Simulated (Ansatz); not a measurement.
**SiC: response to strain**

Base system: SiC (space group P6_3mc, No. 186; a = 3.0585 Å, c = 10.0120 Å). Axes: x lies along a and z along c of the hexagonal cell.

Strains are applied to the cell and any free atomic positions relax.

Level of theory: LDA in Ansatz (plane waves to 420 eV, PAW, spin-orbit coupling left out).

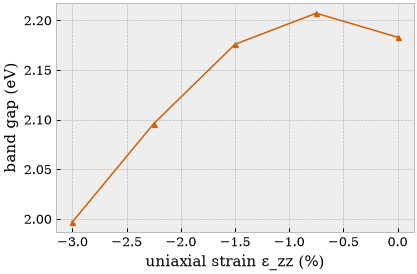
Figure: Band gap against uniaxial strain ε_zz

```csv
uniaxial strain ε_zz (%),band gap
-3,2.00 eV
-2.25,2.10 eV
-1.5,2.18 eV
-0.75,2.21 eV
```

No phonon test of stability was made.

Ansatz is an electronic-structure program.
